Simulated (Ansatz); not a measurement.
# Mg2B (hypothetical, Fm-3m): phonons against volume, part 2 of 3

Aim: how the vibrations of Mg2B (hypothetical) shift with volume, and the expansion that follows. The crystal structure is hypothetical: it was made by swapping elements on a known structure type.

Ansatz 0.2.0; DFT PBEsol, scalar-relativistic, plane waves, PAW.

So far. Step 2 (Probe on a coarse mesh): The start is under -7.3 GPa at this level and looks like a metal on this mesh. Step 5 (Tight relaxation): The residual pressure is -7.8e-4 GPa, small enough for phonons.

## Step 6: Phonons, V/V0 1

Phonons at this volume give one point of F(V, T); meshes stay fixed along the series.

File input.yaml:

```yaml
crystal:
  lattice:
    - [0.0, 2.879538303, 2.879538303]
    - [2.879538303, 0.0, 2.879538303]
    - [2.879538303, 2.879538303, 0.0]
  atoms:
    - { symbol: Mg, position: [0.25, 0.25, 0.25] }
    - { symbol: Mg, position: [0.75, 0.75, 0.75] }
    - { symbol: B, position: [0.0, 0.0, 0.0] }
kpoints:
  mp_grid: { grid: [12, 12, 12] }
hamiltonian:
  xc: pbesol
scf:
  occupations: { method: methfessel_paxton, width: 0.2 }
output:
  eigenvalues: true
phonons:
  method: dfpt
  qmesh: [4, 4, 4]
  temperatures: { t_max: 1000, t_step: 50 }
  qpath:
    path:
      - [[0.0, 0.0, 0.0], [0.5, 0.0, 0.5], [0.625, 0.25, 0.625]]
      - [[0.375, 0.375, 0.75], [0.0, 0.0, 0.0], [0.5, 0.5, 0.5], [0.5, 0.25, 0.75], [0.5, 0.0, 0.5]]
    npoints: 10
```

On the command line:

```console
$ ansatz run input.yaml --threads 4 --pin off --max-ram 8192MiB --backend cpu --events-out ev --progress --plain --runs-dir out
```

Numbers of over 12 decimals in the logs are rounded to 6 here.

The program printed:

```text
[...]
Crystal: 3 atoms, lattice volume = 47.753 Å³
Basis set: ecut = 420 eV, 941 PW (Γ), exchange–correlation on 60×60×60 points (8 copies of the dense FFT grid, shifted against one another)
Bands: 16, of which v1, the nominal top of the filled ones, is band 12 counted from 1 (11 counted from 0)
Symmetry: 48 space group operations
k-points: 72 of 1728
[...]
SCF iter   1: F=—  HF=-3975.688126 eV  |F-HF|=—  |Δ(HF+E_count)|=         —  Δρ=6.11e-3  dr2=3.71e-2  ethr=1.77e-3  ⟨swp⟩=5.0  Hψ=5121  notcnv=0
[...]
SCF iter   9: F=-3975.677003 eV  HF=-3975.677003 eV  |F-HF|=4.55e-13  |Δ(HF+E_count)|=  6.82e-11  S|Δr|=    0.00e0  Δρ=1.22e-7  dr2=4.38e-12  ethr=1.00e-12  ⟨swp⟩=3.9  Hψ=5231  notcnv=0
SCF 1 converged in 9 iterations: F = -3975.677003 eV  dr2 = 4.38e-12
[...]
phonons: the bands overlap, so this run is a metal and interpolates without the dipole-dipole term. If the crystal is really an insulator or semiconductor, its LO-TO splitting is missing
NSCF: frozen V_eff on 72 k-points
[...]
DFPT response loops at q = (0, 0, 0) (fractional): preconditioner auto → Kerker (q_TF=auto, 2.416 Å⁻¹) (partly filled bands, converged f_vac=0.000); β = 1.00, the filter's whole step (`scf.mixing.beta` (0.50) is not read by the response loops under this deck's `scf.mixing.preconditioner`; to damp them name `kerker` or `kerker_dos`, under which they read `scf.mixing.beta`, and type it under 1.00, their step now; both keys bind the ground state too); Broyden in place of MSR1
[...]
SCF converged after 9 iterations
[...]
Free energy (F): -3975.677003 eV
[...]
Internal energy: -3975.674201 eV  (E = F + TS)
E sigma→0 (E₀):  -3975.676302 eV
Entropy (-TS):   -0.002802 eV (-0.934 meV/atom)
Fermi energy:    6.161943 eV
[...]
--- Band table (eV; the first three rows and the last of 72) ---
  k-point 0: bands = [... 8 lower, -2.3943, 7.0835, 7.0835, 7.0835, 9.7577, 11.4184, 11.4184, 11.4184]
  k-point 1: bands = [... 8 lower, -2.3134, 6.5698, 7.0292, 7.0292, 10.0317, 11.4849, 11.5432, 11.5432]
  k-point 2: bands = [... 8 lower, -2.0739, 5.5122, 6.8954, 6.8954, 10.2400, 11.7459, 11.7459, 11.8587]
  k-point 71: bands = [... 8 lower, 0.5193, 3.4542, 3.4542, 4.1664, 9.7898, 12.1564, 12.3846, 12.3846]
--- Phonons (Γ-DFPT): 2 representative perturbations + reference (Σ response iterations 6) ---
  ASR residual: 5.494e-5 → 0.000e0 eV/Å²; symmetrization residual: 1.016e-6 eV/Å²
  ASR residual per site (eV/Å²): 4.02e-5 4.02e-5 5.49e-5
  Γ frequencies (cm⁻¹): 0.00 0.00 0.00 299.36 299.36 299.36 392.14 392.14 392.14
--- Phonons (arbitrary-q DFPT): 8 irreducible q on the 4×4×4 mesh ---
  q = [0.0000, 0.0000, 0.0000] (star 1, of the zone-centre solve; hermiticity 3.87e-7, symmetrization 1.50e-12): -0.00 0.00 0.00 299.36 299.36 299.36 392.14 392.14 392.14
  q = [0.0000, 0.0000, 0.2500] (star 8, 2 solved perturbations on 936 of 1728 k-point pairs; hermiticity 1.84e-7, symmetrization 6.42e-13): 125.32 125.32 158.32 284.05 284.05 284.50 394.35 394.35 398.92
[...]
q = [0.0000, 0.2500, 0.2500] (star 6, 4 solved perturbations in 1608 linear systems a pass and spin channel, the states on 510 of 1728 k-point pairs; hermiticity 3.29e-7, symmetrization 3.81e-13): 104.03 104.03 222.94 224.32 305.22 305.22 397.39 397.39 408.03
[...]
sum rule: each row above includes the acoustic sum rule's correction from the zone centre's row sums; it moved no ω² by more than (1.18 cm⁻¹)²
  mesh force constants: q→R imaginary residual 5.18e-18; ASR residual 5.494e-5 → 0.000e0 eV/Å²; symmetrization residual 2.665e-15 eV/Å²
  interpolated dispersion: 62 rows × 9 modes
  density of states and harmonic sums: on the 20×20×20 q-mesh, interpolated from the force constants of a 4×4×4 supercell (no non-analytic term)
  largest difference from the sums on the solved wave vectors: F 1.15e-2 eV, S 1.55e-5 and C_V 4.01e-6 eV/K
  zero-point energy: 0.158344 eV/cell   skipped modes (ω ≤ 0): 3   left out of the sums: 4.17e-5 of the cell's modes: C_V's classical limit lies that fraction below 3 k_B per atom; for a crystal, a wire or a layer, F and S can be off by more, and a phonons.interpolated_qmesh denser along its periods is the remedy for the sampling
```

The job ended after 4.7 min (4 threads of Arm Neoverse V1, shared host; peak memory 2.8 GiB; 18 min of CPU time).

Numbers from this step:

- lowest frequency on the path: 0 cm⁻¹
- zero-point energy: 0.1583 eV/cell
- point group: m-3m
- highest frequency: 437.8 cm⁻¹
- Debye temperature from the second moment: 561 K

No LO-TO term. The phonon branches at the labelled points (cm⁻¹):

```tsv
point	branch 1	branch 2	branch 3	branch 4	branch 5	branch 6	branch 7	branch 8	branch 9
Γ	0	0	0	299	299	299	392	392	392
X	106	136	136	303	310	310	402	402	436
U	112	170	178	286	302	315	402	407	421
jump to K	112	170	178	286	302	315	402	407	421
Γ	0	0	0	299	299	299	392	392	392
L	209	209	226	245	245	257	399	399	438
W	108	133	246	246	314	318	404	411	411
X	106	136	136	303	310	310	402	402	436
```

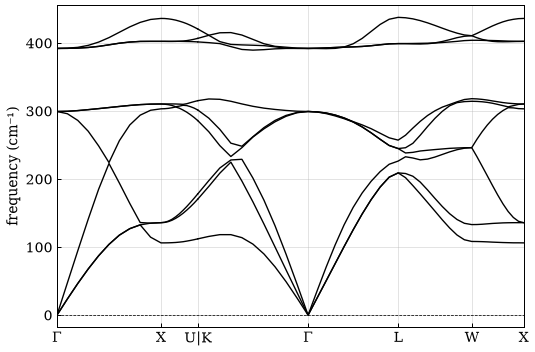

Phonon branches along the path.

The phonon density of states has structure finer than the step of the table below, so its rows give means over 25 cm⁻¹, whole bins alone (the curve runs from 2.5 to 438 cm⁻¹). Peaks (cm⁻¹: height): 307.5: 0.0725, 397.5: 0.186, 422.5: 0.0508.

Tetrahedra on 20 20 20, mean over bins of 5 cm⁻¹. The phonon density of states by wavenumber; means over each step:

```tsv
wavenumber (cm⁻¹)	phonon density of states (1/cm⁻¹/cell)
25	2.3e-4
50	0.00103
75	0.00259
100	0.00798
125	0.0268
150	0.0246
175	0.0202
200	0.0197
225	0.0186
250	0.0244
275	0.0293
300	0.0560
325	0.00851
350	0
375	2.0e-5
400	0.0892
425	0.0306
```

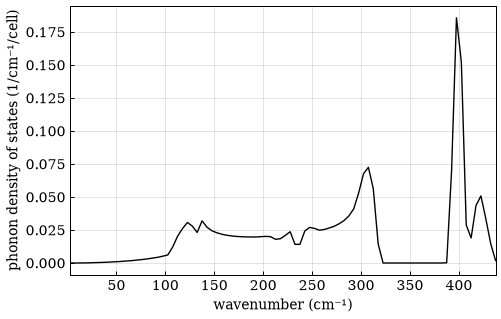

Phonon density of states against wavenumber.

Harmonic. Thermo, by row:

```tsv
T (K)	F_vib (meV/atom)	S (J/mol-atom/K)	C_V (J/mol-atom/K)
0	52.78	0	0
50	52.69	0.757	2.261
100	51.48	4.241	8.662
150	48.11	8.85	14.1
200	42.32	13.43	17.61
250	34.26	17.61	19.77
300	24.15	21.34	21.14
350	12.21	24.67	22.05
400	-1.36	27.66	22.68
450	-16.41	30.36	23.12
500	-32.78	32.81	23.45
550	-50.38	35.06	23.7
600	-69.09	37.13	23.89
650	-88.83	39.05	24.04
700	-109.5	40.84	24.16
750	-131.1	42.51	24.26
800	-153.6	44.07	24.34
850	-176.8	45.55	24.41
900	-200.8	46.95	24.46
950	-225.4	48.27	24.51
1000	-250.8	49.53	24.55
```

The modes has structure finer than the step of the table below, so its rows give means over 25 cm⁻¹, whole bins alone (the curve runs from -10 to 460 cm⁻¹). Peaks (cm⁻¹: height): B 397.8: 0.139, 421.5: 0.0444; Mg 137.8: 0.0290, 306.2: 0.0647, 397.8: 0.0255.

Phonopy on the run's constants, 17x17x17 mesh, Gaussian sigma 3.4 cm⁻¹. The modes by wavenumber; means over each step; values in 1/cm⁻¹/cell:

```tsv
wavenumber (cm⁻¹)	B	Mg
25	4.5e-5	2.2e-4
50	1.9e-4	9.2e-4
75	4.0e-4	0.00218
100	7.3e-4	0.00769
125	0.00115	0.0254
150	1.0e-3	0.0232
175	0.00102	0.0193
200	0.00106	0.0182
225	9.0e-4	0.0186
250	0.00111	0.0228
275	0.00158	0.0277
300	0.00358	0.0513
325	7.6e-4	0.00887
350	0	0
375	0.00118	2.1e-4
400	0.0753	0.0126
425	0.0294	6.5e-4
```

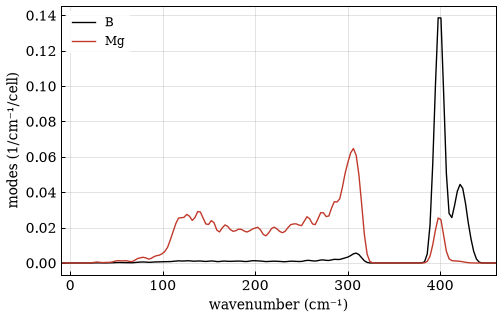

Modes, plotted against wavenumber.

No LO-TO term. The modes at Γ (shares of kinetic energy by element, %):

```tsv
mode	frequency (cm⁻¹)	symmetry	Mg %	B %
1	0.0	T1u	82	18
2	0.0	T1u	82	18
3	0.0	T1u	82	18
4	299.4	T2g	100	0
5	299.4	T2g	100	0
6	299.4	T2g	100	0
7	392.1	T1u	18	82
8	392.1	T1u	18	82
9	392.1	T1u	18	82
```

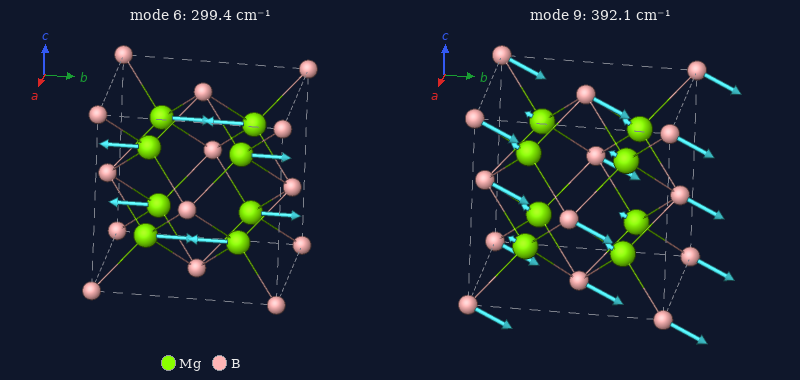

Displacement patterns of modes 6 and 9 at Γ; arrows are exaggerated. Some periodic images of atoms are drawn too.

No mode is imaginary beyond numerical noise at the solved wavevectors.

## Step 7: A cell at another volume, V/V0 1.015

Symmetry fixes every atom, so a single point at the scaled cell gives the energy and pressure of this member.

The cell differs from the one that the last finished run ended in (a 4.072 → 4.093 Å, b 4.072 → 4.093 Å, c 4.072 → 4.093 Å).

input.yaml, the sections that differ from step 6:

```yaml
crystal:
  lattice:
    - [0.0, 2.8938646001, 2.8938646001]
    - [2.8938646001, 0.0, 2.8938646001]
    - [2.8938646001, 2.8938646001, 0.0]
  atoms:
    - { symbol: Mg, position: [0.25, 0.25, 0.25] }
    - { symbol: Mg, position: [0.75, 0.75, 0.75] }
    - { symbol: B, position: [0.0, 0.0, 0.0] }
output:
  forces: true
  stress: true
  eigenvalues: true
# kpoints, hamiltonian, scf: as in step 6
# phonons: removed
```

The program printed:

```text
[...]
Crystal: 3 atoms, lattice volume = 48.469 Å³
Basis set: ecut = 420 eV, 941 PW (Γ), exchange–correlation on 60×60×60 points (8 copies of the dense FFT grid, shifted against one another)
Bands: 16, of which v1, the nominal top of the filled ones, is band 12 counted from 1 (11 counted from 0)
Symmetry: 48 space group operations
[...]
k-points: 72 of 1728
[...]
SCF iter   1: F=—  HF=-3975.686345 eV  |F-HF|=—  |Δ(HF+E_count)|=         —  Δρ=6.17e-3  dr2=3.90e-2  ethr=1.77e-3  ⟨swp⟩=5.0  Hψ=5102  notcnv=0
[...]
SCF iter   7: F=-3975.674752 eV  HF=-3975.674752 eV  |F-HF|=5.55e-9  |Δ(HF+E_count)|=   3.74e-7  S|Δr|=    0.00e0  Δρ=6.24e-6  dr2=1.98e-8  ethr=4.35e-10  ⟨swp⟩=5.0  Hψ=4438  notcnv=0
SCF 1 converged in 7 iterations: F = -3975.674752 eV  dr2 = 1.98e-8
[...]
SCF converged after 7 iterations
[...]
Free energy (F): -3975.674752 eV
[...]
Internal energy: -3975.671985 eV  (E = F + TS)
E sigma→0 (E₀):  -3975.674061 eV
Entropy (-TS):   -0.002767 eV (-0.922 meV/atom)
Fermi energy:    6.034420 eV
[...]
--- Stress (GPa, compression-positive) ---
       -0.990435      -0.000000       0.000000
        0.000000      -0.990435       0.000000
       -0.000000       0.000000      -0.990435
  P = ⅓ Tr σ = -0.9904 GPa (-9.904 kbar)
--- Band table (eV; the first three rows and the last of 72) ---
  k-point 0: bands = [... 8 lower, -2.4607, 6.9539, 6.9539, 6.9539, 9.5358, 11.2256, 11.2256, 11.2256]
  k-point 1: bands = [... 8 lower, -2.3808, 6.4386, 6.8994, 6.8994, 9.8135, 11.2883, 11.3497, 11.3497]
  k-point 2: bands = [... 8 lower, -2.1442, 5.3854, 6.7655, 6.7655, 10.0252, 11.5539, 11.5539, 11.6551]
  k-point 71: bands = [... 8 lower, 0.4096, 3.3439, 3.3439, 4.0635, 9.6446, 11.9580, 12.1727, 12.1727]
```

Wall time 0.84 s (4 threads); peak memory 0.34 GiB; 2.8 s of CPU time.

This step gave:

```
pressure        : -0.9904 GPa
volume per atom : 16.16 Å³
```

The run ends at a pressure of -0.99 GPa.

## Step 8: Other settings for the ground state

One run with other settings shows how much the ground state depends on them.

This step: DFT PBEsol, scalar-relativistic, plane waves, PAW; settings changed (Ansatz 0.2.0).

input.yaml, as its differences from that of step 7:

```diff
@@ -14,6 +14,7 @@
 scf:
-  occupations: { method: methfessel_paxton, width: 0.2 }
+  occupations: { method: tetrahedron_uncorrected }
+  n_extra_bands: 1
 output:
   forces: true
+  eigenvalues: true
   stress: true
-  eigenvalues: true
```

The program printed:

```text
[...]
Crystal: 3 atoms, lattice volume = 48.469 Å³
Basis set: ecut = 420 eV, 941 PW (Γ), exchange–correlation on 60×60×60 points (8 copies of the dense FFT grid, shifted against one another)
Bands: 13, of which v1, the nominal top of the filled ones, is band 12 counted from 1 (11 counted from 0)
Symmetry: 48 space group operations
[...]
k-points: 72 of 1728
[...]
SCF iter   1: F=—  HF=-3975.653416 eV  |F-HF|=—  |Δ(HF+E_count)|=         —  Δρ=5.94e-3  dr2=3.61e-2  ethr=1.77e-3  ⟨swp⟩=6.0  Hψ=4755  notcnv=0
[...]
SCF iter   7: F=-3975.642605 eV  HF=-3975.642605 eV  |F-HF|=4.48e-9  |Δ(HF+E_count)|=   4.47e-7  Δρ=6.17e-6  dr2=1.90e-8  ethr=4.35e-10  ⟨swp⟩=4.0  Hψ=3503  notcnv=0
SCF 1 converged in 7 iterations: F = -3975.642605 eV  dr2 = 1.90e-8
[...]
SCF converged after 7 iterations
Free energy (F): -3975.642605 eV
[...]
Internal energy: -3975.642595 eV  (E = F + TS)
E sigma→0 (E₀):  -3975.642605 eV
Entropy (-TS):   -0.000009 eV (-0.003 meV/atom)
Fermi energy:    6.022241 eV
[...]
--- Stress (GPa, compression-positive) ---
       -0.945903       0.000000      -0.000000
        0.000000      -0.945903      -0.000000
       -0.000000      -0.000000      -0.945903
  P = ⅓ Tr σ = -0.9459 GPa (-9.459 kbar)
--- Band table (eV; the first three rows and the last of 72) ---
  k-point 0: bands = [... 8 lower, -2.4579, 6.9591, 6.9591, 6.9591, 9.5395]
  k-point 1: bands = [... 8 lower, -2.3780, 6.4432, 6.9045, 6.9045, 9.8172]
  k-point 2: bands = [... 8 lower, -2.1413, 5.3892, 6.7704, 6.7704, 10.0279]
  k-point 71: bands = [... 8 lower, 0.4148, 3.3461, 3.3461, 4.0651, 9.6471]
```

It took 0.79 s on 4 threads; peak memory 0.33 GiB.

Numbers from this step:

- pressure: -0.9459 GPa

The run ends at a pressure of -0.95 GPa.

## Step 9: Lattice dynamics at this volume, V/V0 1.015

Phonons at this volume give one point of F(V, T); meshes stay fixed along the series.

This step: DFT PBEsol, scalar-relativistic, plane waves, PAW (Ansatz 0.2.0).

input.yaml, the sections that differ from step 8:

```yaml
scf:
  occupations: { method: methfessel_paxton, width: 0.2 }
output:
  eigenvalues: true
phonons:
  method: dfpt
  qmesh: [4, 4, 4]
  temperatures: { t_max: 1000, t_step: 50 }
  qpath:
    path:
      - [[0.0, 0.0, 0.0], [0.5, 0.0, 0.5], [0.625, 0.25, 0.625]]
      - [[0.375, 0.375, 0.75], [0.0, 0.0, 0.0], [0.5, 0.5, 0.5], [0.5, 0.25, 0.75], [0.5, 0.0, 0.5]]
    npoints: 10
# crystal, kpoints, hamiltonian: as in step 8
```

The program printed:

```text
[...]
Crystal: 3 atoms, lattice volume = 48.469 Å³
Basis set: ecut = 420 eV, 941 PW (Γ), exchange–correlation on 60×60×60 points (8 copies of the dense FFT grid, shifted against one another)
Bands: 16, of which v1, the nominal top of the filled ones, is band 12 counted from 1 (11 counted from 0)
Symmetry: 48 space group operations
k-points: 72 of 1728
[...]
k-point 71: bands = [... 8 lower, 0.4096, 3.3439, 3.3439, 4.0634, 9.6446, 11.9580, 12.1727, 12.1727]
[...]
ASR residual: 6.235e-5 → 0.000e0 eV/Å²; symmetrization residual: 1.002e-6 eV/Å²
  ASR residual per site (eV/Å²): 6.01e-5 6.01e-5 6.23e-5
  Γ frequencies (cm⁻¹): 0.00 0.00 0.00 293.32 293.32 293.32 382.28 382.28 382.28
--- Phonons (arbitrary-q DFPT): 8 irreducible q on the 4×4×4 mesh ---
[...]
interpolated dispersion: 62 rows × 9 modes
[...]
[key lines of the parts left out:]
SCF converged after 9 iterations
Free energy (F): -3975.674752 eV
Fermi energy:    6.034406 eV
```

Run time: 4.8 min. Hardware: 4 threads; peak memory 2.8 GiB.

No mode is imaginary beyond numerical noise at the solved wavevectors. The highest zone-centre mode (no LO–TO term) moved by -2.5 % for a volume change of +1.5 %.

## Step 10: Single point at a scaled cell, V/V0 0.985

Symmetry fixes every atom, so a single point at the scaled cell gives the energy and pressure of this member.

The cell differs from the one that the last finished run ended in (a 4.093 → 4.052 Å, b 4.093 → 4.052 Å, c 4.093 → 4.052 Å).

input.yaml, the sections that differ from step 9:

```yaml
crystal:
  lattice:
    - [0.0, 2.8650680171, 2.8650680171]
    - [2.8650680171, 0.0, 2.8650680171]
    - [2.8650680171, 2.8650680171, 0.0]
  atoms:
    - { symbol: Mg, position: [0.25, 0.25, 0.25] }
    - { symbol: Mg, position: [0.75, 0.75, 0.75] }
    - { symbol: B, position: [0.0, 0.0, 0.0] }
output:
  forces: true
  stress: true
  eigenvalues: true
# kpoints, hamiltonian, scf: as in step 9
# phonons: removed
```

The program printed:

```text
[...]
Crystal: 3 atoms, lattice volume = 47.036 Å³
Basis set: ecut = 420 eV, 941 PW (Γ), exchange–correlation on 60×60×60 points (8 copies of the dense FFT grid, shifted against one another)
Bands: 16, of which v1, the nominal top of the filled ones, is band 12 counted from 1 (11 counted from 0)
Symmetry: 48 space group operations
[...]
k-points: 72 of 1728
[...]
--- Band table (eV; the first three rows and the last of 72) ---
  k-point 0: bands = [... 8 lower, -2.3255, 7.2168, 7.2168, 7.2168, 9.9853, 11.6168, 11.6168, 11.6168]
  k-point 1: bands = [... 8 lower, -2.2437, 6.7045, 7.1626, 7.1626, 10.2557, 11.6872, 11.7424, 11.7424]
  k-point 2: bands = [... 8 lower, -2.0012, 5.6424, 7.0289, 7.0289, 10.4604, 11.9434, 11.9434, 12.0678]
  k-point 71: bands = [... 8 lower, 0.6323, 3.5679, 3.5679, 4.2725, 9.9389, 12.3598, 12.6022, 12.6022]
[key lines of the parts left out:]
SCF converged after 7 iterations
Free energy (F): -3975.674646 eV
Fermi energy:    6.293227 eV
P = ⅓ Tr σ = 1.0635 GPa (10.635 kbar)
```

Wall time 0.83 s (4 threads); peak memory 0.34 GiB.

The run ends at a pressure of 1.06 GPa.

## Step 11: Phonons, V/V0 0.985

Phonons at this volume give one point of F(V, T); meshes stay fixed along the series.

input.yaml, the sections that differ from step 10:

```yaml
output:
  eigenvalues: true
phonons:
  method: dfpt
  qmesh: [4, 4, 4]
  temperatures: { t_max: 1000, t_step: 50 }
  qpath:
    path:
      - [[0.0, 0.0, 0.0], [0.5, 0.0, 0.5], [0.625, 0.25, 0.625]]
      - [[0.375, 0.375, 0.75], [0.0, 0.0, 0.0], [0.5, 0.5, 0.5], [0.5, 0.25, 0.75], [0.5, 0.0, 0.5]]
    npoints: 10
# crystal, kpoints, hamiltonian, scf: as in step 10
```

The program printed:

```text
[...]
Crystal: 3 atoms, lattice volume = 47.036 Å³
Basis set: ecut = 420 eV, 941 PW (Γ), exchange–correlation on 60×60×60 points (8 copies of the dense FFT grid, shifted against one another)
Bands: 16, of which v1, the nominal top of the filled ones, is band 12 counted from 1 (11 counted from 0)
Symmetry: 48 space group operations
k-points: 72 of 1728
[...]
k-point 71: bands = [... 8 lower, 0.6323, 3.5679, 3.5679, 4.2725, 9.9389, 12.3598, 12.6021, 12.6021]
[...]
ASR residual: 5.383e-5 → 0.000e0 eV/Å²; symmetrization residual: 9.903e-7 eV/Å²
  ASR residual per site (eV/Å²): 3.54e-5 3.54e-5 5.38e-5
  Γ frequencies (cm⁻¹): 0.00 0.00 0.00 305.56 305.56 305.56 402.21 402.21 402.21
--- Phonons (arbitrary-q DFPT): 8 irreducible q on the 4×4×4 mesh ---
[...]
interpolated dispersion: 62 rows × 9 modes
[...]
[key lines of the parts left out:]
SCF converged after 9 iterations
Free energy (F): -3975.674646 eV
Fermi energy:    6.293214 eV
```

Wall time 4.7 min (4 threads); peak memory 2.8 GiB.

No LO-TO term. The phonon branches at the labelled points (cm⁻¹):

```tsv
point	branch 1	branch 2	branch 3	branch 4	branch 5	branch 6	branch 7	branch 8	branch 9
Γ	0	0	0	306	306	306	402	402	402
X	110	140	140	310	314	314	413	413	445
U	116	175	182	289	307	320	412	417	430
jump to K	116	175	182	289	307	320	412	417	430
Γ	0	0	0	306	306	306	402	402	402
L	211	211	231	250	250	263	409	409	447
W	113	137	250	250	318	324	415	420	420
X	110	140	140	310	314	314	413	413	445
```

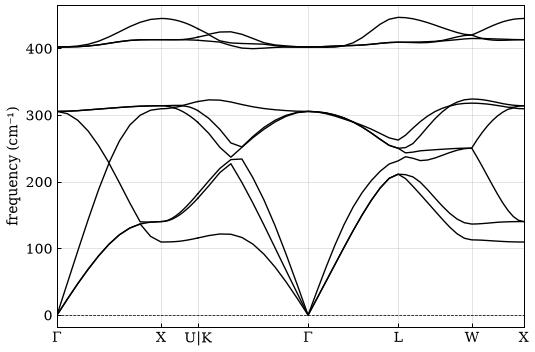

Phonon branches along the path.

No mode is imaginary beyond numerical noise at the solved wavevectors. The highest zone-centre mode (no LO–TO term) moved by +2.6 % for a volume change of -1.5 %.

(Continued in part 3 of 3.)

[Logs are printed without paths, hosts, clocks, repeated set-up lines and the standing remarks that a program may print on its own settings, such as how far it seeks lower states.]

[Hosts, paths, dates, database ids (printed as entryN), source tags and the programs' standing remarks are cut or masked in the printed files.]

[A step with changed settings may run another functional than the one named; its input shows which.]

[Of the runs on displaced cells, only some may be shown.]
